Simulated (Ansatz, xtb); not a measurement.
Ligand exchange: CH4S + B(SH)3 → CH4S2 + BH(SH)2

Gas-phase species: CH4S (methanethiol) `CS`, singlet; B(SH)3, singlet; CH4S2 (methyl hydrodisulfide) `CSS`, singlet; BH(SH)2, singlet. The partners trade H for SH: S–H and B–SH bonds give way to S–SH and B–H.

Shapes, held fixed at every level: PBE0-D4/def2-TZVP. Flexible molecules stand in one conformer, not always the lowest. Programs: Ansatz 0.2.0, xtb 6.7.1. The zero-point and thermal change to 298 K, harmonic and unscaled (PBE0-D4/def2-TZVP), is +0.9 kJ/mol.

```csv
level,kind,ΔH(298 K) (kJ/mol),less CCSD(T)/CBS estimate
GFN0-xTB,semi-empirical,-29.3,-110.2
r2SCAN-D4/def2-TZVPP,meta-GGA,+77.7,-3.2
BHLYP-D4/def2-TZVPP,global hybrid,+78.6,-2.3
PBE0-D4/def2-TZVPP,global hybrid,+77.9,-3.0
r2SCAN0-D4/def2-TZVPP,global hybrid,+80.1,-0.8
B2PLYP/def2-TZVPP,double hybrid,+77.2,-3.7
CCSD/def2-SVP,coupled cluster or CI,+105.4,+24.5
CCSD/def2-TZVPP,coupled cluster or CI,+84.9,+4.0
CCSD(T)/CBS estimate,coupled cluster or CI,+80.9,0.0
```

The highest level, CCSD(T)/CBS estimate, gives ΔH(298 K) = +80.9 kJ/mol; the levels span -29.3 to +105.4. They disagree on the sign: 8 of 9 are positive. GFN0-xTB strays far from the other rows. The column of differences is taken from that level and isn't an error. No measured value is set beside it here. The CBS estimate extrapolates MP2 from def2-TZVPP and def2-QZVPP and adds CCSD(T) − MP2 in the triple-zeta set, cores frozen.

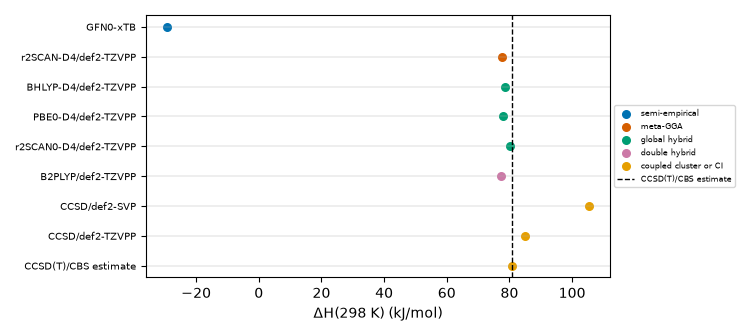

The values of the table, level by level.
